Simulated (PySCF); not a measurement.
# C3H15BN2Si: what the fields show

```xyz
22

C    -2.5463   -0.3705   -0.8417
N    -1.1325   -0.1187   -0.9621
B    -0.1538   -0.3881    0.1015
C     1.2284   -1.0818   -0.4141
Si    2.5883   -1.3883    0.8569
N     0.3708    1.2116    0.5815
C    -0.6828    2.0327    1.1591
H    -2.8455   -0.2290    0.1955
H    -2.8336   -1.3923   -1.1350
H    -3.1189    0.3264   -1.4661
H    -0.8247   -0.2352   -1.9163
H    -0.6141   -0.8280    1.1059
H     1.6443   -0.5113   -1.2521
H     0.9670   -2.0546   -0.8390
H     3.7751   -2.0070    0.2514
H     2.1389   -2.2313    1.9658
H     3.0542   -0.1087    1.4466
H     1.1458    1.0850    1.2245
H     0.7183    1.6286   -0.2759
H    -0.3465    3.0488    1.3808
H    -1.0327    1.5634    2.0758
H    -1.5104    2.0679    0.4541
```

Geometry: GFN2-xTB.

These are results of PBE0/pcSseg-1, SCF density, gas phase, non-relativistic (PySCF), not measurements.

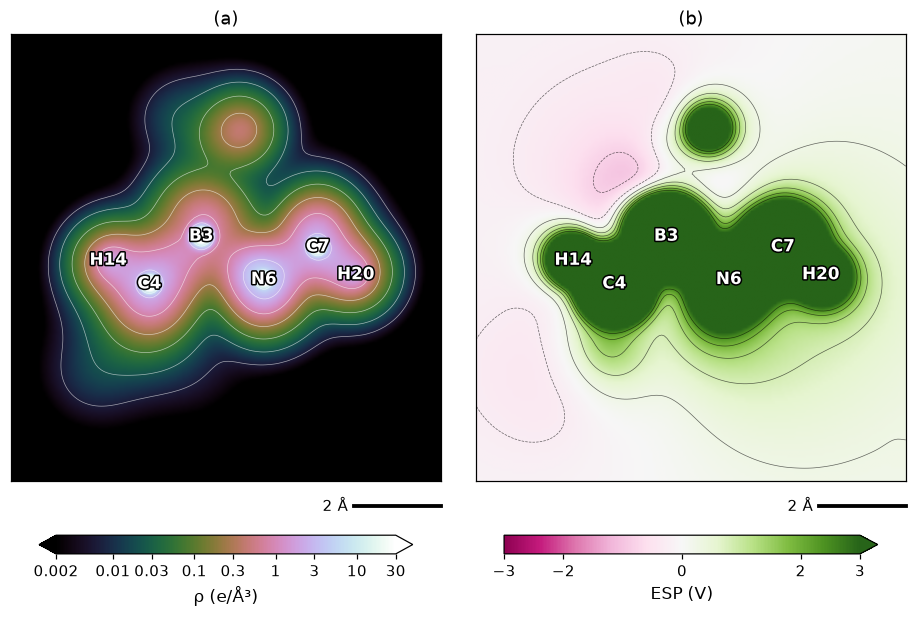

Figure 1. (a) total electron density; (b) molecular electrostatic potential on the plane of atoms C4, B3 and N6.

Q: What do the fields say about this system?

A: The section cuts through B, C, N and H sites. C–N (1.46 Å): ρ at the midpoint is about 1.9 e/Å³. C–B (1.63 Å): ρ at the midpoint is about 1.2 e/Å³. C–H (1.09 Å): ρ is about 1.9 e/Å³ halfway. Outside the dense part of the molecule the potential is most negative (−1.0 V) near N2, which lies off the plane.

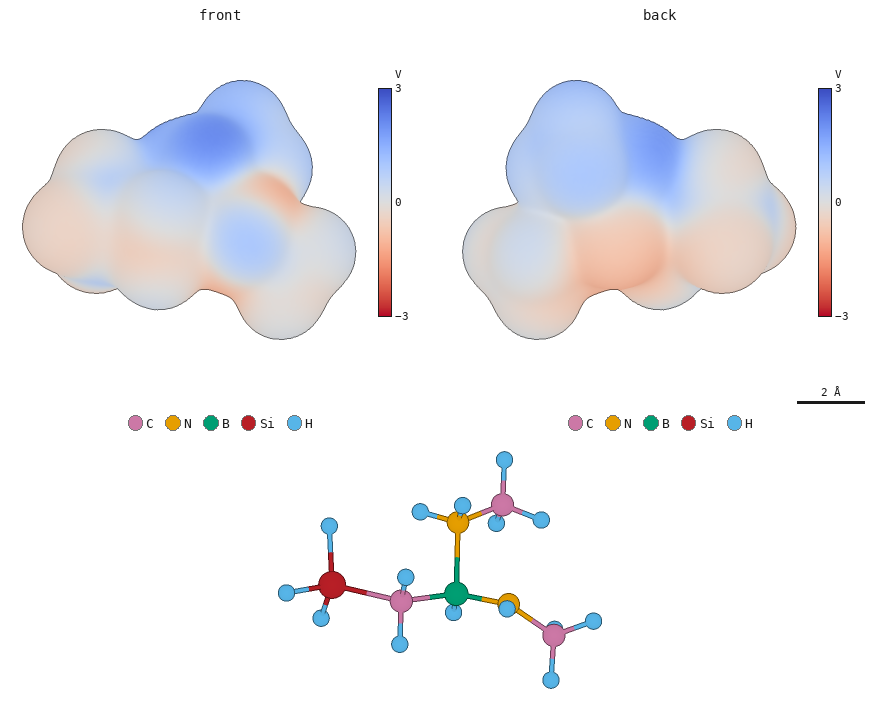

Figure 2. The molecular electrostatic potential painted on the density surface at 0.002 e/bohr³, seen from the front and from behind; the colour scale runs from red (negative) to blue (positive). The bare structure is drawn below in the same view.

Q: Which sites attract a positive test charge, and which a negative one?

A: A positive charge is drawn to the negative regions and a negative charge to the positive ones. The most negative region (about −1.0 V, or −23 kcal/mol for a unit charge) lies over H12, the most positive (about +2.0 V, or +46 kcal/mol for a unit charge) over H19.
